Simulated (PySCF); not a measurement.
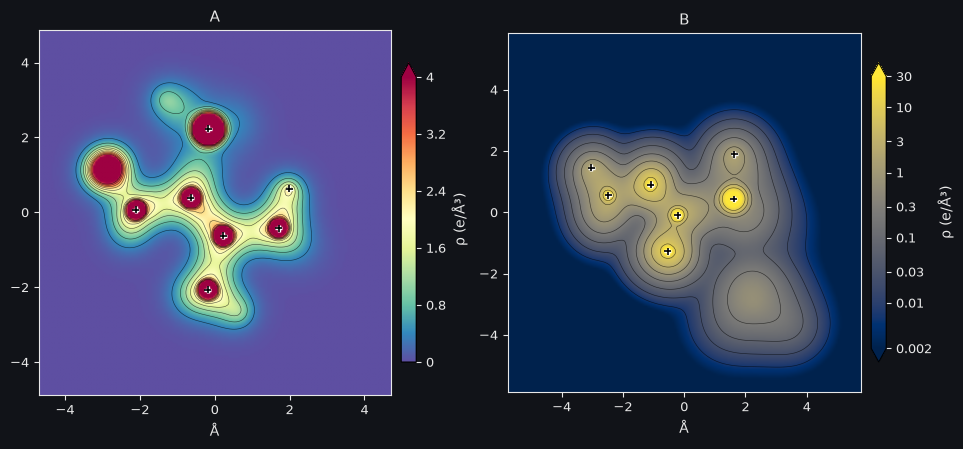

The total electron density of 2 systems, each on a plane through atoms (crosses mark nuclei in the plane).

Computed with PBE0/pcSseg-1, SCF density, gas phase, non-relativistic (PySCF 2.14.0).

System 1: C3H12O2Si4, the plane of atoms O4, C3 and Si5. Geometry: GFN2-xTB.

```csv
atom,x (Å),y (Å),z (Å)
C,3.5468,-0.3513,1.0540
O,2.6208,0.1160,0.0769
C,1.3227,-0.0130,0.3482
O,0.9007,-0.5037,1.3775
Si,0.1398,0.7079,-0.9601
C,-0.9979,-0.7884,-1.3224
Si,-1.8975,-1.4757,0.2364
Si,-2.3647,0.4050,1.5246
Si,-1.1615,2.0791,0.4055
H,3.6187,0.3685,1.8721
H,3.2142,-1.3108,1.4542
H,4.5062,-0.4525,0.5529
H,0.9634,1.0477,-2.1288
H,-1.7470,-0.4880,-2.0569
H,-0.4321,-1.5931,-1.7915
H,-3.0852,-2.1934,-0.2647
H,-1.0696,-2.5100,0.8564
H,-3.8071,0.7064,1.6015
H,-1.9844,0.2823,2.9353
H,-0.3323,2.9630,1.2387
H,-1.9632,3.0209,-0.3933
```

System 2: C5H10F2Si (SMILES C/C(CF)=C(/[SiH3])CF), the plane of atoms C2, C5 and Si6. Geometry: GFN2-xTB.

```xyz
18

C    -1.5190   -1.3266    0.2105
C    -0.7113   -0.0730    0.0150
C    -1.5417    1.1655   -0.1563
F    -2.3503    1.3678    0.9435
C     0.6236   -0.0562   -0.0254
Si    1.6914    1.5063   -0.1923
C     1.3520   -1.3635    0.0947
F     2.6683   -1.2569   -0.2820
H    -1.1203   -1.9262    1.0264
H    -1.5035   -1.9377   -0.6932
H    -2.5522   -1.0779    0.4382
H    -2.2204    1.0567   -1.0122
H    -0.9352    2.0655   -0.2734
H     1.5447    2.0117   -1.5621
H     3.0844    1.2038    0.1046
H     1.2103    2.5036    0.7695
H     0.9141   -2.1350   -0.5498
H     1.3563   -1.7216    1.1327
```

**Match each panel to its system.**

Panel A is system 2, C5H10F2Si: the plane holds C, Si and H. C–C (1.34 Å): the density is about 2.2 e/Å³ at the midpoint. Panel B is system 1, C3H12O2Si4: the plane holds C, O, Si and H. C–O (1.22 Å): ρ at the midpoint is about 3.2 e/Å³.
